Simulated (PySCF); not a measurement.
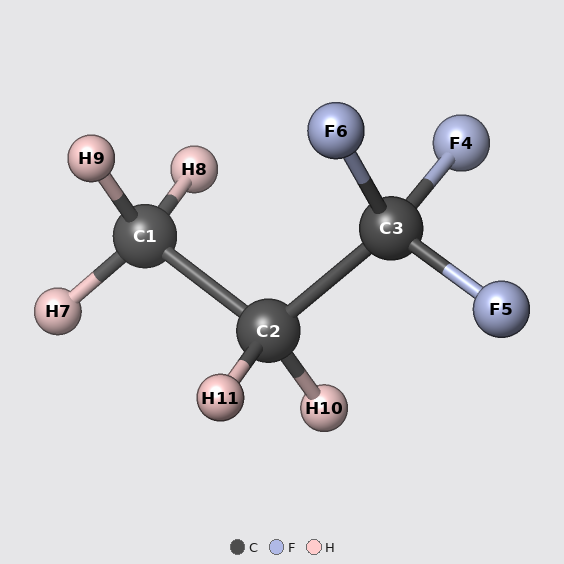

The geometry was computed by an optimisation with GFN2-xTB. No frequency run is at hand to confirm it as a minimum. Method: B3LYP/pcJ-1 indirect spin-spin coupling, non-relativistic, gas phase (PySCF 2.14.0). Isotopes: 13C, 19F, 1H.

Give the spin–spin coupling constants of these pairs, with the number of bonds between them: C3/F4, C3/F5, C2/F6, F4/F6, F5/F6, C1/F4, C1/F6, F4/H11, F4/H10, F5/H11, F6/H10, F6/H11.

```csv
pair,bonds apart,J (Hz)
"C3, F4",1,−344.3
"C3, F5",1,−342.0
"C2, F6",2,29.8
"F4, F6",2,62.2
"F5, F6",2,73.0
"C1, F4",3,1.3
"C1, F6",3,1.2
"F4, H11",3,24.3
"F4, H10",3,0.7
"F5, H11",3,0.9
"F6, H10",3,24.4
"F6, H11",3,0.8
```

Density functionals are unreliable for couplings to fluorine, so those rows may be far off.
